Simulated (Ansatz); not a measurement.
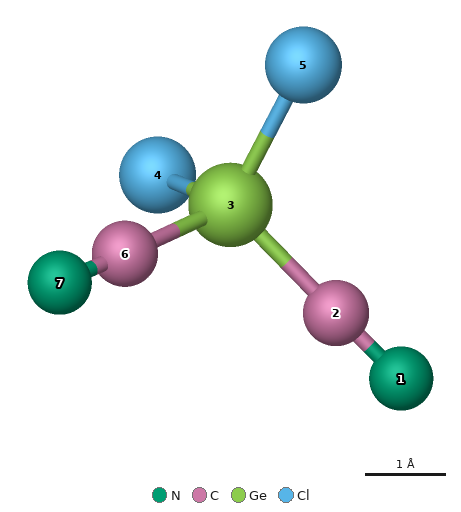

GeC2N2Cl2, before the relaxation. Style: ball-and-stick. Shown at a tilt.

The start comes from PBE-D4/def2-SVP.

Computed with RKS PBE0-D4/def2-TZVP in Ansatz 0.2.0.

Input file:
```yaml
crystal:
  periodic: [false, false, false]
  atoms:
    - {symbol: N, position_ang: [1.758333, -1.688956, 1.466637]}
    - {symbol: C, position_ang: [0.993636, -1.122091, 0.781409]}
    - {symbol: Ge, position_ang: [-0.261042, -0.217607, -0.350243]}
    - {symbol: Cl, position_ang: [-2.212445, -1.032064, -0.026816]}
    - {symbol: Cl, position_ang: [0.347400, -0.438241, -2.389214]}
    - {symbol: C, position_ang: [-0.273769, 1.644479, 0.102891]}
    - {symbol: N, position_ang: [-0.291012, 2.786478, 0.369636]}
basis:
  gaussian: {orbitals: def2-TZVP}
hamiltonian: {xc: pbe0, dispersion: d4}
relax: {f_tol: 0.005, max_steps: 150}
```

Run as
```bash
ansatz run in.yaml --threads 4 --pin off --events-out ev --progress --plain --max-ram 11315MiB
```

Where does the relaxation end?

Answer. The energy falls by 8.12 kJ/mol in 4 geometry steps. Largest force component: 2.5 eV/Å at the start, 0.0042 eV/Å at the end. The largest moves after the best rigid fit, 0.036 Å, are those of N1 and N7. By element the largest moves are N 0.036 Å, Cl 0.033 Å, C 0.013 Å. Ge stays in place. Some distances before and after: Ge3–Cl4 2.139 → 2.106 Å, C6–N7 1.173 → 1.150 Å, C2–Ge3 1.916 → 1.904 Å.

Final geometry:

```xyz
7

N     1.7369   -1.6663    1.4495
C     0.9861   -1.1141    0.7751
Ge   -0.2607   -0.2174   -0.3504
Cl   -2.1820   -1.0191   -0.0308
Cl    0.3387   -0.4349   -2.3577
C    -0.2718    1.6322    0.1019
N    -0.2862    2.7516    0.3668
```
